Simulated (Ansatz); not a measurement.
# SiH3+ (singlet): correlated methods under varied settings at distance Si1–H3 = 3.185 Å

Aim: run SiH3+ (singlet) at one geometry under a spread of methods and options, and see what each costs and gives.

Method: the settings change from run to run; program: Ansatz 0.2.0, Gaussian basis.

26 further runs of the same task are left out: 6 for a known fault of the program, 1 for a mislabelled method, 15 that didn't finish, 4 set aside as unsound or not needed.

**1. The system**

The geometry derives from a PBE0/def2-TZVP stationary point (not a proven minimum). One bond is set to the value named and the two fragments are kept rigid.

4 atoms, charge 1, spin multiplicity 1.

Atoms are counted from 1 here; the program's logs count them from 0.

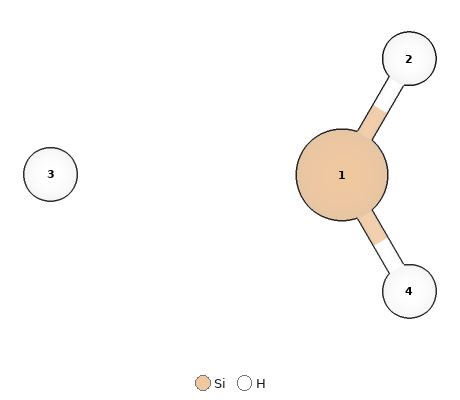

The structure; silicon light orange, hydrogen white; atoms are numbered from 1 in the order of the file.

Coordinates:

```xyz
4

Si    0.02821   -0.04779    0.00011
H     1.50016   -0.03357    0.00001
H    -1.59087    2.69497   -0.00618
H    -0.69544   -1.32964    0.00311
```

**2. BCCD(T) on RHF/cc-pVTZ**

Input file in.yaml:

```yaml
crystal:
  periodic: [false, false, false]
  atoms:
    - {symbol: Si, position_ang: [0.028214, -0.047794, 0.000110]}
    - {symbol: H, position_ang: [1.500156, -0.033567, 0.000014]}
    - {symbol: H, position_ang: [-1.590872, 2.694968, -0.006176]}
    - {symbol: H, position_ang: [-0.695436, -1.329645, 0.003111]}
basis:
  gaussian: {orbitals: cc-pVTZ}
total_charge: 1
magnetization: {spin_polarized: false}
correlation: {method: bccd_t, electrons: outside_noble_gas, diis_vectors: 12}
scf: {omitted_lower_state_checks: [cluster_reference]}
```

Run with:

```
$ ansatz run in.yaml --threads 1 --pin off --events-out ev --progress --plain --max-ram 2393MiB
```

Standard output (excerpt; [...] marks lines left out):

```text
Functional definition: HF
  name "HF"
  cite "Fock, Z. Phys. 61, 126 (1930) doi:10.1007/BF01340294"
  parent pbe
[...]
421 factors; integrals over basis functions are off by at most 1.7e-3 eV
[...]
mean field -7895.57517987 eV, -290.1570360471 hartree, gradient 4.7e-6 eV, S^2 0.000000; 2 other end points of the search recorded, 0 dependent functions left out; unrestricted orbitals would lower it
5 core orbitals not correlated: weight in the atoms' cores, before any rotation towards them, 1.000 or more for the frozen orbitals, at most 0.000 for the correlated occupied ones
reference -7895.57517987 eV, -290.1570360471 hartree; 3, 3 occupied and 68, 68 virtual orbitals, 421 factors
second order -3.55418971 eV of doubles, -0.00000000 eV of singles
cycle   1  -3.88903990 eV  change   -8.8e-1 eV  update   1.3e-1
[...]
cycle  16  -4.94414249 eV  change    4.1e-6 eV  update   5.7e-7
perturbative correction -0.25775492 eV, -0.0094723186 hartree
WARN: these amplitudes may be one of several solutions (largest doubles amplitude 0.53, level shift 3.23 eV)
Total energy: -7900.77707728 eV, -290.3482022509 hartree
Checks for a lower state left out: cluster_reference
```

It took 3 s on 1 thread of Intel Xeon Platinum 8259CL at 2.50GHz, shared host.

From the report: correlation -5.2019 eV; largest double amplitude 0.53. The report flags that the cluster equations may have other roots.

**3. CASCI(4,6)/cc-pVDZ**

Input file in.yaml:

```yaml
crystal:
  periodic: [false, false, false]
  atoms:
    - {symbol: Si, position_ang: [0.028214, -0.047794, 0.000110]}
    - {symbol: H, position_ang: [1.500156, -0.033567, 0.000014]}
    - {symbol: H, position_ang: [-1.590872, 2.694968, -0.006176]}
    - {symbol: H, position_ang: [-0.695436, -1.329645, 0.003111]}
basis:
  gaussian: {orbitals: cc-pVDZ}
total_charge: 1
correlation: {active_space: {window: {electrons: 4, orbitals: 6}, fixed_orbitals: true, states: [{multiplicity: 1, weights: [1, 1, 1]}]}}
```

Same command.

Standard output:

```text
Functional definition: HF
  name "HF"
  cite "Fock, Z. Phys. 61, 126 (1930) doi:10.1007/BF01340294"
  parent pbe
  exchange = exact_x
  correlation = 0
592 factors; integrals over basis functions are off by at most 1.6e-7 eV
mean field evaluation 1: about -7893.9829 eV, gradient 1.0e1 eV
mean field evaluation 2: about -7893.9832 eV, gradient 1.0e1 eV
mean field evaluation 4: about -7895.1774 eV, gradient 1.4e0 eV
mean field evaluation 8: about -7895.1946 eV, gradient 2.3e-4 eV
mean field evaluation 16: about -7891.7960 eV, gradient 4.4e-3 eV
mean field -7895.19464119 eV, -290.1430515086 hartree, gradient 2.7e-6 eV, S^2 0.000000; 2 other end points of the search recorded, 0 dependent functions left out
reference -7895.19464119 eV, -290.1430515086 hartree; 8, 8 occupied and 25, 25 virtual orbitals, 592 factors
state -7897.44086044 eV, -290.2255985435 hartree
state -7894.79805856 eV, -290.1284773657 hartree
state -7891.80100110 eV, -290.0183375357 hartree
Total energy: -7894.67997337 eV, -290.1241378150 hartree
```

Run time: 0.39 s. Hardware: 1 thread of Intel Xeon Platinum 8259CL at 2.50GHz, shared host.

From the report: 65 determinants; active occupations (of the averaged states) 1.99, 1.04, 0.61, 0.35, 0.01, 0.01.

**4. CISD/cc-pVDZ**

Edit in.yaml of step 3 so:

```diff
@@ -10,2 +10,3 @@
 total_charge: 1
-correlation: {active_space: {window: {electrons: 4, orbitals: 6}, fixed_orbitals: true, states: [{multiplicity: 1, weights: [1, 1, 1]}]}}
+correlation: {active_space: {ras: {orbitals: [8, 0, 25], electrons: 16, max_holes: 2, max_particles: 2}, fixed_orbitals: true}}
+scf: {lower_state_search: full}
```

Same command.

Standard output:

```text
Functional definition: HF
  name "HF"
  cite "Fock, Z. Phys. 61, 126 (1930) doi:10.1007/BF01340294"
  parent pbe
  exchange = exact_x
  correlation = 0
314 factors; integrals over basis functions are off by at most 1.2e-3 eV
mean field evaluation 1: about -7893.9829 eV, gradient 1.0e1 eV
mean field evaluation 2: about -7893.9832 eV, gradient 1.0e1 eV
mean field evaluation 4: about -7895.1773 eV, gradient 1.4e0 eV
mean field evaluation 8: about -7895.1947 eV, gradient 1.8e-4 eV
mean field evaluation 16: about -7891.7960 eV, gradient 4.4e-3 eV
mean field -7895.19466341 eV, -290.1430523252 hartree, gradient 2.6e-6 eV, S^2 0.000000; 2 other end points of the search recorded, 0 dependent functions left out
reference -7895.19466341 eV, -290.1430523252 hartree; 8, 8 occupied and 25, 25 virtual orbitals, 314 factors
state -7899.43481466 eV, -290.2988750096 hartree
Total energy: -7899.43481466 eV, -290.2988750096 hartree
```

Run time: 1.4 s. Hardware: 1 thread of Intel Xeon Platinum 8259CL at 2.50GHz, shared host.

From the report: 16,007 determinants.

**5. CISD/6-31++G****

Input file in.yaml:

```yaml
crystal:
  periodic: [false, false, false]
  atoms:
    - {symbol: Si, position_ang: [0.028214, -0.047794, 0.000110]}
    - {symbol: H, position_ang: [1.500156, -0.033567, 0.000014]}
    - {symbol: H, position_ang: [-1.590872, 2.694968, -0.006176]}
    - {symbol: H, position_ang: [-0.695436, -1.329645, 0.003111]}
basis:
  gaussian: {orbitals: "6-31++G**"}
total_charge: 1
correlation: {active_space: {ras: {orbitals: [3, 0, 33], electrons: 6, max_holes: 2, max_particles: 2}, fixed_orbitals: true}}
accuracy: high
```

Launched as before.

Standard output:

```text
Functional definition: HF
  name "HF"
  cite "Fock, Z. Phys. 61, 126 (1930) doi:10.1007/BF01340294"
  parent pbe
  exchange = exact_x
  correlation = 0
751 factors; integrals over basis functions are off by at most 4.1e-9 eV
mean field evaluation 1: about -7893.4761 eV, gradient 1.1e1 eV
mean field evaluation 2: about -7893.4796 eV, gradient 1.1e1 eV
mean field evaluation 4: about -7894.7659 eV, gradient 1.4e0 eV
mean field evaluation 8: about -7894.7836 eV, gradient 4.4e-4 eV
mean field evaluation 16: about -7891.4103 eV, gradient 4.9e-3 eV
mean field -7894.78364245 eV, -290.1279475836 hartree, gradient 1.6e-8 eV, S^2 0.000000; 2 other end points of the search recorded, 0 dependent functions left out
reference -7894.78364245 eV, -290.1279475836 hartree; 8, 8 occupied and 33, 33 virtual orbitals, 751 factors
state -7898.78924435 eV, -290.2751507383 hartree
Total energy: -7898.78924435 eV, -290.2751507383 hartree
```

Wall time 1.3 s (1 thread of Intel Xeon Platinum 8259CL at 2.50GHz, shared host).

From the report: 4,184 determinants.

**6. NEVPT2(2,5)/cc-pVDZ**

Edit in.yaml of step 5 so:

```diff
@@ -8,5 +8,5 @@
 basis:
-  gaussian: {orbitals: "6-31++G**"}
+  gaussian: {orbitals: cc-pVDZ}
 total_charge: 1
-correlation: {active_space: {ras: {orbitals: [3, 0, 33], electrons: 6, max_holes: 2, max_particles: 2}, fixed_orbitals: true}}
-accuracy: high
+correlation: {method: sc_nevpt2, electrons: outside_noble_gas, active_space: {window: {electrons: 2, orbitals: 5}}}
+output: {forces: true}
```

The command is unchanged.

Standard output (excerpt; [...] marks lines left out):

```text
Functional definition: HF
  name "HF"
  cite "Fock, Z. Phys. 61, 126 (1930) doi:10.1007/BF01340294"
  parent pbe
[...]
314 factors; integrals over basis functions are off by at most 1.2e-3 eV
[...]
mean field -7895.19466341 eV, -290.1430523252 hartree, gradient 2.6e-6 eV, S^2 0.000000; 2 other end points of the search recorded, 0 dependent functions left out; unrestricted orbitals would lower it
reference -7895.19466341 eV, -290.1430523252 hartree; 8, 8 occupied and 25, 25 virtual orbitals, 314 factors
state -7897.69778633 eV, -290.2350403958 hartree
state -7897.69778633 eV, -290.2350403958 hartree; corrected -7899.35028945 eV, -290.2957687655 hartree
[...]
Total energy: -7899.35028945 eV, -290.2957687655 hartree
Atom 0 at     0.028214    -0.047794     0.000110 Å, force    -0.383666     0.649938    -0.001490 eV/Å
Atom 1 at     1.500156    -0.033567     0.000014 Å, force     0.190696     0.032374    -0.000083 eV/Å
Atom 2 at    -1.590872     2.694968    -0.006176 Å, force     0.313453    -0.530995     0.001217 eV/Å
Atom 3 at    -0.695436    -1.329645     0.003111 Å, force    -0.120482    -0.151317     0.000356 eV/Å
Dipole moment:    -0.000786     0.001331    -0.000003 e Å
```

Run time: 1.1 s. Hardware: 1 thread of Intel Xeon Platinum 8259CL at 2.50GHz, shared host.

From the report: 11 determinants; active occupations 1.44, 0.56, 0.00, 0.00, 0.00.

**7. CISD/6-31G***

Edit in.yaml of step 6 so:

```diff
@@ -8,5 +8,4 @@
 basis:
-  gaussian: {orbitals: cc-pVDZ}
+  gaussian: {orbitals: "6-31G*"}
 total_charge: 1
-correlation: {method: sc_nevpt2, electrons: outside_noble_gas, active_space: {window: {electrons: 2, orbitals: 5}}}
-output: {forces: true}
+correlation: {active_space: {ras: {orbitals: [3, 0, 17], electrons: 6, max_holes: 2, max_particles: 2}, fixed_orbitals: true}}
```

Same command.

Standard output:

```text
Functional definition: HF
  name "HF"
  cite "Fock, Z. Phys. 61, 126 (1930) doi:10.1007/BF01340294"
  parent pbe
  exchange = exact_x
  correlation = 0
262 factors; integrals over basis functions are off by at most 8.2e-4 eV
mean field evaluation 1: about -7893.3807 eV, gradient 9.9e0 eV
mean field evaluation 2: about -7893.3831 eV, gradient 9.9e0 eV
mean field evaluation 4: about -7894.6411 eV, gradient 1.4e0 eV
mean field evaluation 8: about -7894.6586 eV, gradient 2.5e-4 eV
mean field evaluation 16: about -7891.2730 eV, gradient 3.0e-5 eV
mean field -7894.65861846 eV, -290.1233530365 hartree, gradient 6.4e-7 eV, S^2 0.000000; 2 other end points of the search recorded, 0 dependent functions left out
reference -7894.65861846 eV, -290.1233530365 hartree; 8, 8 occupied and 17, 17 virtual orbitals, 262 factors
state -7898.41590485 eV, -290.2614307646 hartree
Total energy: -7898.41590485 eV, -290.2614307646 hartree
```

It took 0.6 s on 1 thread of Intel Xeon Platinum 8259CL at 2.50GHz, shared host.

From the report: 1,138 determinants.

**8. NEVPT2(2,2)/6-31++G****

Edit in.yaml of step 7 so:

```diff
@@ -8,4 +8,6 @@
 basis:
-  gaussian: {orbitals: "6-31G*"}
+  gaussian: {orbitals: "6-31++G**"}
 total_charge: 1
-correlation: {active_space: {ras: {orbitals: [3, 0, 17], electrons: 6, max_holes: 2, max_particles: 2}, fixed_orbitals: true}}
+correlation: {method: sc_nevpt2, electrons: outside_noble_gas, active_space: {window: {electrons: 2, orbitals: 2}, states: [{multiplicity: 1, weights: [1, 0.5, 1]}]}}
+scf: {lower_state_search: light}
+output: {forces: true}
```

Launched as before.

Standard output (excerpt; [...] marks lines left out):

```text
Functional definition: HF
  name "HF"
  cite "Fock, Z. Phys. 61, 126 (1930) doi:10.1007/BF01340294"
  parent pbe
[...]
647 factors; integrals over basis functions are off by at most 2.5e-7 eV
[...]
mean field -7894.78364247 eV, -290.1279475843 hartree, gradient 2.6e-6 eV, S^2 0.000000; 2 other end points of the search recorded, 0 dependent functions left out; unrestricted orbitals would lower it
reference -7894.78364247 eV, -290.1279475843 hartree; 8, 8 occupied and 33, 33 virtual orbitals, 647 factors
state -7895.58887941 eV, -290.1575394958 hartree
state -7890.70314707 eV, -289.9779921440 hartree
state -7889.12562593 eV, -289.9200193116 hartree
state -7895.58887941 eV, -290.1575394958 hartree; corrected -7898.33940728 eV, -290.2586195307 hartree
state -7890.70314707 eV, -289.9779921440 hartree; corrected -7893.74657594 eV, -290.0898360922 hartree
state -7889.12562593 eV, -289.9200193116 hartree; corrected -7894.70448353 eV, -290.1250385469 hartree
[...]
WARN: the results are in doubt because the forces break the atoms' symmetry
WARN: the results are in doubt because second-order terms overshoot by 1.7e-1 eV; their orbitals belong in the active space
Total energy: -7895.96687151 eV, -290.1714304495 hartree
Atom 0 at     0.028214    -0.047794     0.000110 Å, force    -0.382542     0.645033    -1.257191 eV/Å
Atom 1 at     1.500156    -0.033567     0.000014 Å, force     0.104259    -0.424923     0.510983 eV/Å
Atom 2 at    -1.590872     2.694968    -0.006176 Å, force    -0.044443     0.075851     0.235533 eV/Å
Atom 3 at    -0.695436    -1.329645     0.003111 Å, force     0.322726    -0.295960     0.510675 eV/Å
Dipole moment:    -0.292958     0.496366     0.036220 e Å
In doubt: the forces break the atoms' symmetry
In doubt: second-order terms overshoot by 1.7e-1 eV; their orbitals belong in the active space
```

Wall time 2.4 s (1 thread of Intel Xeon Platinum 8259CL at 2.50GHz, shared host).

From the report: 4 determinants; active occupations (of the averaged states) 1.09, 0.91. The program marks this result as in doubt; its last lines say why.

**9. CCSD/cc-pVDZ**

Input file in.yaml:

```yaml
crystal:
  periodic: [false, false, false]
  atoms:
    - {symbol: Si, position_ang: [0.028214, -0.047794, 0.000110]}
    - {symbol: H, position_ang: [1.500156, -0.033567, 0.000014]}
    - {symbol: H, position_ang: [-1.590872, 2.694968, -0.006176]}
    - {symbol: H, position_ang: [-0.695436, -1.329645, 0.003111]}
basis:
  gaussian: {orbitals: cc-pVDZ}
total_charge: 1
magnetization: {spin_polarized: false}
hamiltonian: {xc: {name: PBE}}
correlation: {method: ccsd, electrons: all}
```

The command is unchanged.

Standard output (excerpt; [...] marks lines left out):

```text
Functional definition: PBE
  name "PBE"
  cite "Perdew, Burke & Ernzerhof, Phys. Rev. Lett. 77, 3865 (1996) doi:10.1103/PhysRevLett.77.3865"
  parent pbe
[...]
314 factors; integrals over basis functions are off by at most 1.2e-3 eV
[...]
mean field -7907.96351311 eV, -290.6122988967 hartree, gradient 8.0e-6 eV, S^2 0.000000; 1 other end points of the search recorded, 0 dependent functions left out; unrestricted orbitals would lower it
unrestricted determinant -7897.55481546 eV, -290.2297863131 hartree, S^2 0.9567
reference -7894.71982119 eV, -290.1256021954 hartree; 8, 8 occupied and 25, 25 virtual orbitals, 314 factors
second order -3.70698169 eV of doubles, -0.38471527 eV of singles
cycle   1  -4.06080055 eV  change   -9.0e-1 eV  update   1.2e-1
[...]
cycle  12  -5.19952771 eV  change    2.7e-6 eV  update   3.9e-6
WARN: the results are in doubt because among natural orbitals full CI differs from the method by -0.113 eV
Total energy: -7899.91934890 eV, -290.3166813144 hartree
In doubt: among natural orbitals full CI differs from the method by -0.113 eV
```

Wall time 2.2 s (1 thread of Intel Xeon Platinum 8259CL at 2.50GHz, shared host).

From the report: correlation -5.1995 eV; T1 0.025; largest double amplitude 0.55. The orbitals are Kohn-Sham ones, so correlation energy and T1 don't compare with those on Hartree-Fock orbitals. The program marks this result as in doubt; its last lines say why.

**10. CCSDT(Q) on UHF/6-31G***

Edit in.yaml of step 9 so:

```diff
@@ -8,6 +8,5 @@
 basis:
-  gaussian: {orbitals: cc-pVDZ}
+  gaussian: {orbitals: "6-31G*"}
 total_charge: 1
-magnetization: {spin_polarized: false}
-hamiltonian: {xc: {name: PBE}}
-correlation: {method: ccsd, electrons: all}
+magnetization: {spin_polarized: true, initial_magnetization: 0}
+correlation: {method: ccsdt_q, electrons: outside_noble_gas}
```

The command is unchanged.

Standard output (excerpt; [...] marks lines left out):

```text
Functional definition: HF
  name "HF"
  cite "Fock, Z. Phys. 61, 126 (1930) doi:10.1007/BF01340294"
  parent pbe
[...]
436 factors; integrals over basis functions are off by at most 9.8e-8 eV
[...]
mean field -7897.03492417 eV, -290.2106806606 hartree, gradient 1.7e-6 eV, S^2 0.956142; 8 other end points of the search recorded, 0 dependent functions left out
determinant -7897.03492417 eV, -290.2106806606 hartree, with singles and doubles -7898.83845066 eV, -290.2769590367 hartree
determinant -7894.86296370 eV, -290.1308625858 hartree, with singles and doubles -7896.94013250 eV, -290.2071971311 hartree
determinant -7894.65860540 eV, -290.1233525565 hartree, with singles and doubles -7898.83558918 eV, -290.2768538794 hartree
determinant -7897.03492417 eV, -290.2106806606 hartree, with singles and doubles -7898.87002174 eV, -290.2781192525 hartree
determinant -7894.65860540 eV, -290.1233525565 hartree, with singles and doubles -7898.79482958 eV, -290.2753559915 hartree
5 core orbitals not correlated: weight in the atoms' cores, before any rotation towards them, 1.000 or more for the frozen orbitals, at most 0.000 for the correlated occupied ones
reference -7897.03492417 eV, -290.2106806606 hartree; 3, 3 occupied and 17, 17 virtual orbitals, 436 factors
second order -1.30738866 eV of doubles, -0.00000000 eV of singles
cycle   1  -1.62840640 eV  change   -3.2e-1 eV  update   5.0e-2
[...]
cycle  25  -1.98014584 eV  change    1.3e-7 eV  update   1.1e-7
perturbative correction -0.01200711 eV, -0.0004412531 hartree
WARN: these amplitudes may be one of several solutions (largest doubles amplitude 0.64, level shift 0.00 eV)
Total energy: -7899.02707711 eV, -290.2838909310 hartree
```

Wall time 5.5 s (1 thread of Intel Xeon Platinum 8259CL at 2.50GHz, shared host).

From the report: ⟨S²⟩ of the determinant 0.956 (pure singlet: 0.00); correlation -1.9922 eV; T1 0.080; largest double amplitude 0.64. The determinant is far from a pure spin state, so its energy mixes those of several spin states (harmless only where they are near-degenerate, as at dissociation). The report flags that the cluster equations may have other roots.

**11. All runs side by side**

Where basis and cores are those of an earlier FCI/cc-pVDZ run (-7900.0234 eV), and the state is the same kind, the miss against it is given. † marks a result that the program doubts.

```
                                           level         correlated  functions  energy (eV)  from FCI (meV)    time
                        BCCD(T) on RHF/cc-pVTZ †  outside noble gas         76   -7900.7771                     3 s
     CASCI(4,6)/cc-pVDZ (mean of several states)                            33   -7894.6800                  0.39 s
                                    CISD/cc-pVDZ                all         33   -7899.4348                   1.4 s
                                  CISD/6-31++G**            valence         41   -7898.7892                   1.3 s
                             NEVPT2(2,5)/cc-pVDZ  outside noble gas         33   -7899.3503           673.1   1.1 s
                                     CISD/6-31G*            valence         25   -7898.4159                   0.6 s
NEVPT2(2,2)/6-31++G** (mean of several states) †  outside noble gas         41   -7895.9669                   2.4 s
                CCSD/cc-pVDZ (on PBE orbitals) †                all         33   -7899.9193                   2.2 s
                        CCSDT(Q) on UHF/6-31G* †  outside noble gas         25   -7899.0271                   5.5 s
```

**12. What came out**

| quantity | value |
| --- | --- |
| runs | 9 |
| quickest | CASCI(4,6)/cc-pVDZ (mean of several states), 0.39 s |
| slowest | CCSDT(Q) on UHF/6-31G* †, 5.5 s |

Total energies in different bases, with other cores or another treatment of relativity can't be set against each other. CCSDT(Q) on UHF/6-31G* † took 14 times as long as CASCI(4,6)/cc-pVDZ (mean of several states); the jobs differ in more than the method.
